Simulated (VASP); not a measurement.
Band structure of HgI2 (space group P6_3/mmc). All values below come from PBE GGA, VASP's PBE PAW potentials (set 64) (plane waves; VASP).

Unless said otherwise, spin-orbit coupling is left out, though it shifts the bands of the heavy elements here.

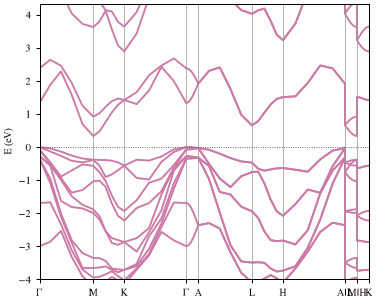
Fig. 1. Bands along high-symmetry lines, zero at the valence-band maximum or, without a gap, the Fermi level

Task: Read the plot: is there a gap, and where are the band edges?

Result: The gap is indirect, 0.33 eV, from the valence maximum at Γ to the conduction minimum at M.

The structure was generated: HgI2 was put into an ordered model structure, which need not be its known phase. The cell was not relaxed at this level. The k-mesh is coarse (spacing up to 0.42 per Å, 2π included), so the numbers may not be converged in it.
